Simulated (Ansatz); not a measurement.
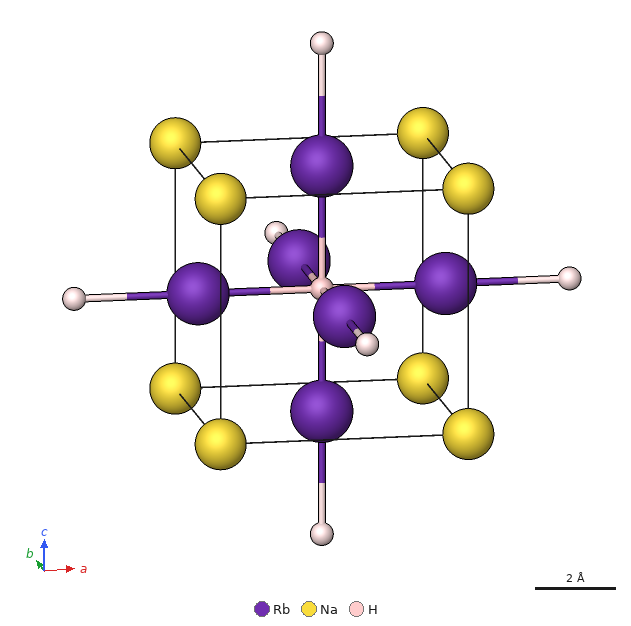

Crystal structure, ball-and-stick style, seen slightly off an axis. Lines trace the edges of the simulation cell. The first bonded neighbours in the surrounding cells are also shown, in fainter colours.

Here is the input:
```yaml
crystal:
  lattice:
    - [6.3076911923, 0.0, 0.0]
    - [0.0, 6.3076911923, 0.0]
    - [0.0, 0.0, 6.3076911923]
  atoms:
    - { symbol: Rb, position: [0.5, 0.0, 0.5] }
    - { symbol: Rb, position: [0.5, 0.5, 0.0] }
    - { symbol: Rb, position: [0.0, 0.5, 0.5] }
    - { symbol: Na, position: [0.0, 0.0, 0.0] }
    - { symbol: H, position: [0.5, 0.5, 0.5] }
basis:
  ecutwfc: 420
kpoints:
  mp_grid: { grid: [6, 6, 6] }
  band_path:
    path:
      - [[0.0, 0.0, 0.0], [0.0, 0.5, 0.0], [0.5, 0.5, 0.0], [0.0, 0.0, 0.0], [0.5, 0.5, 0.5], [0.0, 0.5, 0.0]]
      - [[0.5, 0.5, 0.5], [0.5, 0.5, 0.0]]
    npoints: 14
hamiltonian:
  xc: pbe
scf:
  occupations: { method: gaussian, width: 0.1 }
  n_extra_bands: 12
output:
  forces: true
  stress: true
  eigenvalues: true
  populations: true
  dos: { projected: true, de: 0.02, nscf_kmesh: { grid: [8, 8, 8] } }
  bader: true
  write_density: true
  write_potential: true
  elf: true
  volumetric_format: npy
```
Run as:
```sh
ansatz run input.yaml --threads 1 --pin off --max-ram 2048MiB --backend cpu --events-out ev --progress --plain --runs-dir out
```

Electronic-structure method: Ansatz, DFT PBE, scalar-relativistic, plane waves, PAW. Parameters: a kinetic-energy cutoff of 420 eV, a 6×6×6 mesh of k-points, Gaussian smearing of 0.1 eV, no spin polarisation.

Give the Bader charge of each element.

Rb +0.56 e; Na -0.86 e; H -0.81 e.

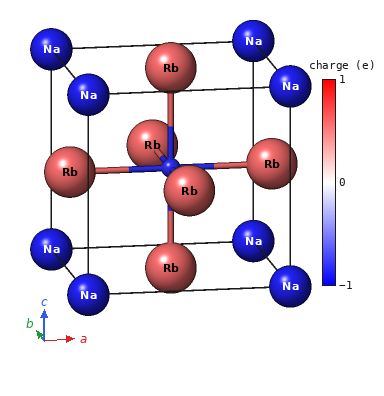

The atoms coloured by those charges.

It goes back to a structure type filled with these elements by a generator (whether the compound takes this form wasn't checked). Earlier steps of the study may have refined or changed the cell and positions. It went into a calculation with Ansatz.
